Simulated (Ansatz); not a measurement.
Mo: response to strain

The parent structure is Mo in the bcc (W type) structure (space group Im-3m, No. 229; relaxed with 0.1 eV smearing).

```
CELL_PARAMETERS angstrom
     -1.57548     1.57548     1.57548
      1.57548    -1.57548     1.57548
      1.57548     1.57548    -1.57548
ATOMIC_POSITIONS crystal
  Mo 0.00000 0.00000 0.00000
```

Cartesian axes are those of the cell as printed.

Strains are applied to the cell and any free atomic positions relax.

All numbers come from r2SCAN in Ansatz (plane waves to 500 eV, PAW, no SOC).

Notes on the quantities. energy relative to the base: free energy F.

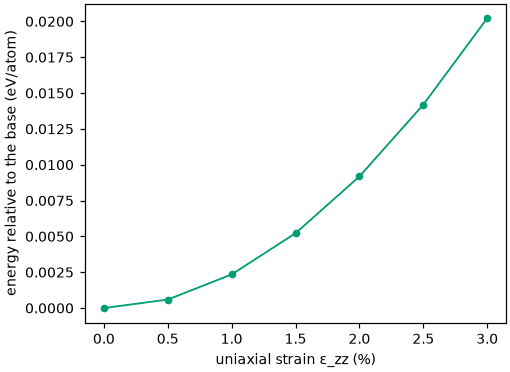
Figure. Energy relative to the base against uniaxial strain ε_zz

Q: From the plot, what is the energy relative to the base for uniaxial strain ε_zz = +2.00 %?

A: About 0.009 eV/atom.

Q: Is the trend monotonic over the range shown?

A: Yes, it rises throughout, spanning 0 meV/atom to +20 meV/atom.

No phonon test of stability was made. The final runs are not spin-polarised.

Ansatz is an electronic-structure program.
